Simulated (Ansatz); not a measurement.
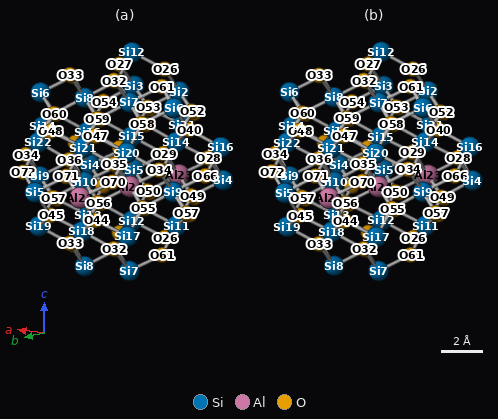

The structure of a defect cell of composition Si22Al2O48 before (left) and after (right) a relaxation, at one scale.

Style: ball-and-stick. Shown: the atoms within 5.8 Å of the atom that moves most (axes of the cell of the calculation, reduced to other axes), from a free direction. Lengths and directions refer to the drawn axes.

The calculation used DFT, PBEsol, PAW, plane waves in Ansatz 0.2.0. (plane-wave cutoff 420 eV; k-point mesh 1 × 1 × 1; mesh shifted by (0.25, 0.25, 0.25); collinear spin; atoms relaxed in a fixed cell; force threshold 0.03 eV/Å; at most 80 steps)

> Describe what moved and what it gained.

The largest move is that of an O atom, 0.11 Å along [3 −1 2]. Largest moves by element: O 0.11 Å, Si 0.07 Å, Al 0.02 Å. The cell stays as it was. Near-neighbour distances that change, for instance: Al–O 1.735 → 1.842 Å, Al–O 1.776 → 1.875 Å, O–Si 1.832 → 1.734 Å, O–Si 1.847 → 1.760 Å. Bond angles that change, for instance: O–Si–O 77.6° → 86.3°, Si–O–Si 127.2° → 135.4°, Si–O–Si 129.3° → 135.4°. The energy falls by 2.164 eV per cell of the calculation in 4 geometry steps. Largest force component: 2.9 eV/Å at the start, 0.024 eV/Å at the end. The program noted that the starting moments weren't kept.

Limits of the set-up: the periodic images lie only 8.0 Å apart, so the values are limited by the cell's size.
